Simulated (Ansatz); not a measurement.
The parent structure is CrCuO$_{2}$ (space group R-3m, No. 166; a = 3.013 Å, c = 17.112 Å (hexagonal axes); ferromagnetic). Axes: x lies along a and z along c of the hexagonal cell.

The change: biaxial strain −2.79 %, plane normal [001], relaxed out of plane (Cartesian); in-plane vectors clamped, the third vector and the atoms free.

Method: PBE (Ansatz, a quantum-chemistry and plane-wave program), no spin-orbit coupling.

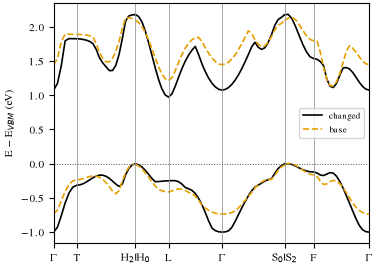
Highest valence and lowest conduction band along the path, each from its own valence-band maximum

Read the changed gap and its character from the plot.

About 0.97 eV, indirect, H₂ → L.

Whether these cells are dynamically stable was not tested. No Hubbard U is applied and the magnetic state is the run's own (CrCuO2 ferromagnetic); other magnetic orders, which need larger cells, were not tried and can change the gap. Where the two band edges lie in opposite spin channels, the gap is a spin-flip gap.
